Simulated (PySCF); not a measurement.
C7H8O2Si

Input

```
{"job": {"kind": "nmr", "xc": "PBE0", "basis": "pcSseg-1"}, "charge": 0, "multiplicity": 1}
C     -0.561420    -3.106173    -1.618837
C     -0.409814    -1.955662    -1.057869
C     -0.299445    -0.745351    -0.550764
C      0.500695    -0.478308     0.588074
C      1.175167    -0.253563     1.557856
C      1.984271     0.022432     2.721623
C     -1.006280     0.401267    -1.167314
O     -1.771306     0.274665    -2.108708
Si    -0.710013     2.170126    -0.474255
O     -1.615082     3.131940    -1.411833
H      0.094257    -3.448324    -2.404341
H     -1.345116    -3.784971    -1.321090
H      1.972004     1.090374     2.938087
H      3.012776    -0.292720     2.545177
H      1.593345    -0.518811     3.583296
H     -1.184310     2.249119     0.903065
H      0.697083     2.524520    -0.627772
H     -2.135572     2.725757    -2.106050
```

Run with:

```sh
OMP_NUM_THREADS=1 python probes_run.py task.json out
```

Geometry: GFN2-xTB.

These are results of PBE0/pcSseg-1, SCF density, gas phase, non-relativistic in PySCF, not measurements.

### What can the converged electron density and electron localisation function tell about the bonding?

C–C (1.20 Å): ρ is about 2.7 e/Å³ halfway; the ELF peaks at about 0.85 between the atoms: a multiple bond.
C–O (1.22 Å): ρ at the midpoint is about 3.2 e/Å³; the ELF peaks at about 0.85 between the atoms; a multiple bond.
Si–O (1.62 Å): ρ is about 1.2 e/Å³ halfway; the ELF peaks at about 0.85 between the atoms: a short, strongly polar bond.
C–Si (1.92 Å): ρ at the midpoint is about 0.93 e/Å³; the ELF peaks at about 1 between the atoms; localised, covalent bonding.

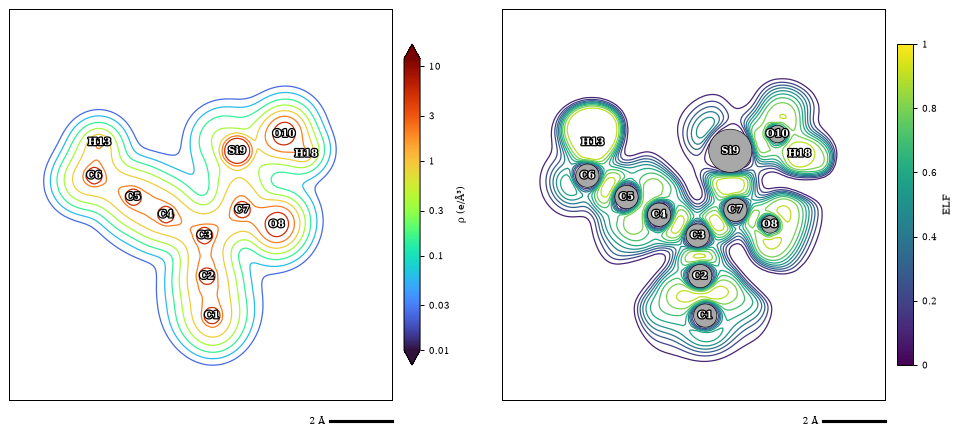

Computed electron density and electron localisation function on the plane of atoms C2, C3 and C7, in this order. Grey discs cover the atomic cores in the ELF map. 
